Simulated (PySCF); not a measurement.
## Electronic structure of C6H3F3OS in real space

Input

```
{"job": {"kind": "nmr", "xc": "PBE0", "basis": "pcSseg-1"}, "charge": 0, "multiplicity": 1}
F      2.508887     0.890860    -0.896569
C      2.042241     0.050901     0.031121
F      2.484988     0.472675     1.218679
F      2.651158    -1.129656    -0.195136
C      0.542183    -0.086270    -0.012628
C     -0.007165    -1.296317    -0.254074
O     -1.319352    -1.520365    -0.312013
C     -2.144186    -0.467678    -0.116625
C     -1.708533     0.777186     0.130331
C     -0.299662     1.075755     0.204478
S      0.259619     2.589438     0.506281
H      0.575778    -2.191670    -0.421947
H     -3.183465    -0.751780    -0.183330
H     -2.403170     1.586447     0.279265
```

Launched as:

```sh
OMP_NUM_THREADS=1 python probes_run.py task.json out
```

Geometry: GFN2-xTB.

All numbers below come from PySCF 2.14.0, PBE0/pcSseg-1, SCF density, gas phase, non-relativistic.

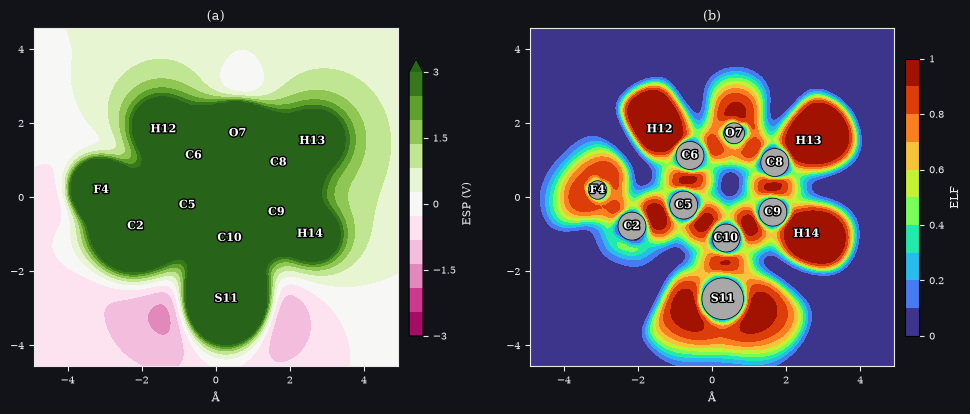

Figure 1. (a) molecular electrostatic potential; (b) electron localisation function on the plane of atoms O7, C6 and H12. Grey discs cover the atomic cores in the ELF map.

**What do the fields say about this system?**

- The plane passes through C, F, O, S and H nuclei.
- C–O (1.33 Å): the ELF peaks at about 0.90 between the atoms, as expected for a polar covalent bond.
- C–F (1.35 Å): the ELF peaks at about 0.85 between the atoms; a polar covalent bond.
- C–C (1.34 Å): the ELF peaks at about 0.95 between the atoms: a short, multiple covalent bond.
- C–S (1.64 Å): the ELF peaks at about 0.90 between the atoms (localised, covalent bonding).
- C–H (1.08 Å): the ELF climbs to about 1 towards the hydrogen, as it does in any bond to H: a covalent bond by its length.
- The ELF also peaks beside S11, F4 and O7, away from the bonds: lone-pair regions.
- Outside the dense part of the molecule the potential is most negative (−1.5 V) near S11.

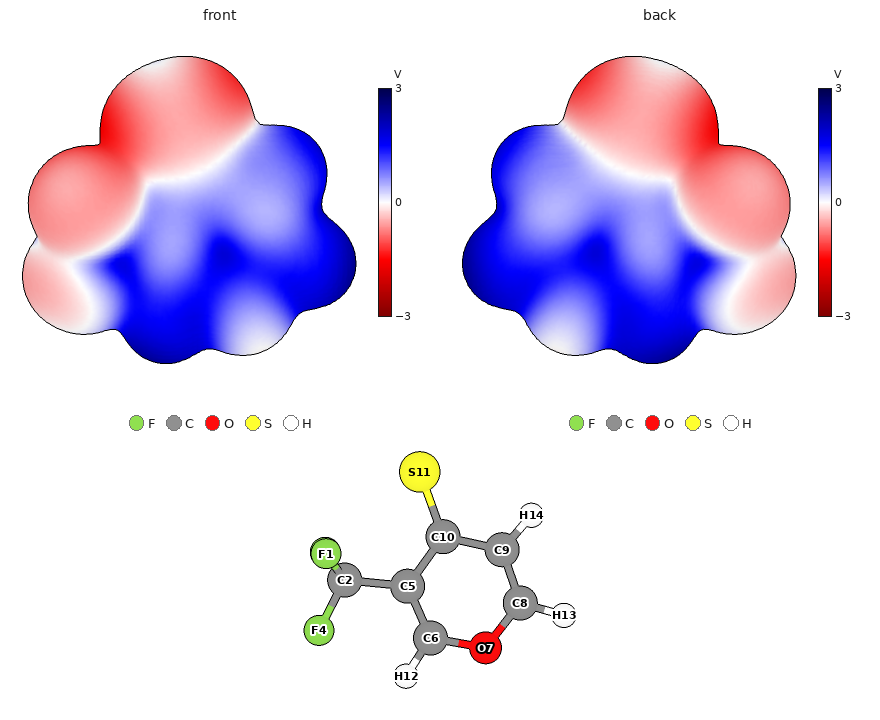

Figure 2. The molecular electrostatic potential painted on the density surface at 0.004 e/bohr³, seen from the front and from behind; red is negative and blue positive. The bare structure is drawn below in the same view.

**Where is the surface potential most negative and most positive?**

The most negative region (about −1.5 V) lies over S11, the most positive (about +2.4 V) over H12 and H13.

**How polar is the molecule by this calculation?**

Its dipole moment is 5.34 D.

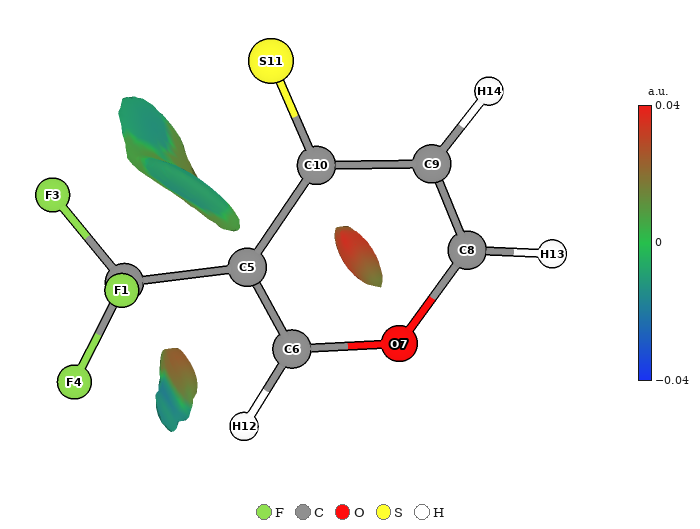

Figure 3. Non-covalent interaction (NCI) plot: the surface where the reduced density gradient is 0.6, for densities under 0.05 a.u., coloured by sign(λ₂)ρ; seen at a tilt.

**What holds or crowds the atoms apart from the covalent bonds?**

- Between F1 and C2 on one side and S11 and C10 on the other: a weak contact, attractive (blue-green) on one side and crowded (olive to red) on the other
- Between F4 and C2 on one side and C6 and H12 on the other: a weak contact, attractive (blue-green) on one side and crowded (olive to red) on the other
- Inside the ring or cage of C5, C6, O7, C8, C9 and C10: steric crowding (red)
